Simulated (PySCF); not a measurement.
# C5H5N3O: the cost of one run

Programs: PySCF 2.14.0, with routines of our own; each step states its level. All values are computed. Atoms count from 0.

### Step 1. The starting structure

14 atoms, charge 0, multiplicity 1; geometry from: GFN2-xTB.

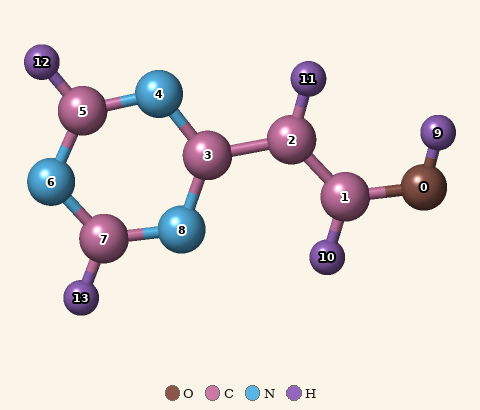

The starting geometry (oxygen brown, carbon pink, nitrogen blue, hydrogen purple).

### Step 2. Relaxing the molecule at PBE0-D3(BJ)/def2-SVP

The job: settings as JSON, then the geometry in Å.

```
{"job": {"xc": "PBE0", "basis": "def2-SVP", "d3": "d3bj", "grid": 2, "kind": "geom"}, "charge": 0, "multiplicity": 1}
O      3.412840    -0.720822     0.228122
C      2.080870    -0.715153     0.224568
C      1.297726     0.319271    -0.108906
C     -0.138088     0.235137    -0.079806
N     -0.824364     1.327102    -0.439115
C     -2.134131     1.212667    -0.395407
N     -2.804480     0.130278    -0.031585
C     -2.036864    -0.897557     0.301210
N     -0.722667    -0.910656     0.297334
H      3.762625     0.139125    -0.047818
H      1.656211    -1.662069     0.527292
H      1.705032     1.271936    -0.416785
H     -2.716448     2.079946    -0.683466
H     -2.538940    -1.809679     0.602195
```

Started as:

```console
> OMP_NUM_THREADS=1 python excited_run.py task.json out
```

This one command runs all jobs of the session in turn.

**Question.** How long does this first job take on 1 thread of Arm Neoverse V2, shared host, and how much memory does it need?

About 40 s, with a peak of 0.73 GiB.
